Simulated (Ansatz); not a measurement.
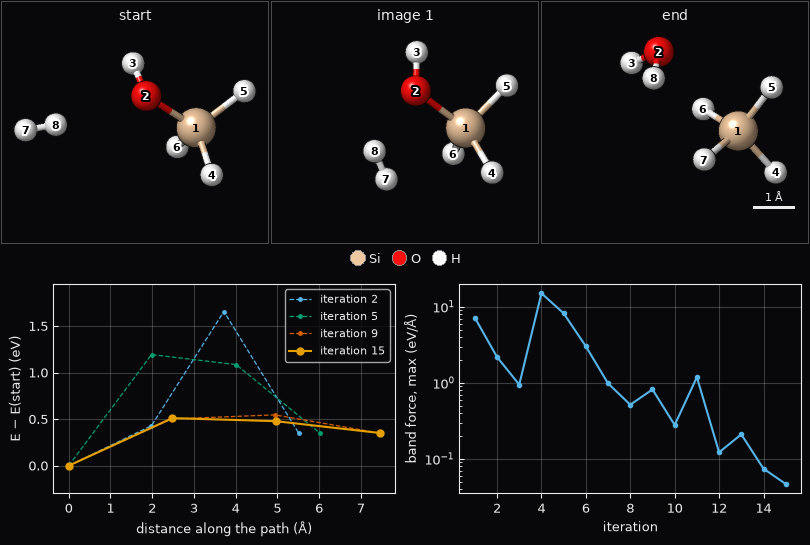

A nudged-elastic-band calculation for SiH₆O, made up at the start of SiH$_{4}$O and H$_{2}$. Images are numbered from 0 (start) to 3 (end). The plot follows the band through its iterations. Style: ball-and-stick. Shown at a tilt.

These are results of RKS PBE/cc-pVDZ (Ansatz 0.2.0), not measurements. Set-up: 2 movable images; no climbing image; force threshold 0.05 eV/Å; iteration limit 60; starting path through a guess of the saddle point.

Question: Judge this run.

Answer: The run is converged, with reservations. The band converged in 15 iterations. The largest component of the band force went from 7.2 to 0.047 eV/Å. No image climbed, so the highest image needn't lie on the saddle point, and the true maximum along this path can be higher. So few images resolve the path coarsely. The first iteration put the highest image at 3.14 eV. The highest point, image 1, lies 0.51 eV above the start and 0.16 eV above the end; the end is at +0.35 eV relative to the start.

Limits of the set-up: the start holds two separate molecules, 2.4 Å apart at their closest, whose relative position is a soft coordinate and is computed without a dispersion correction.
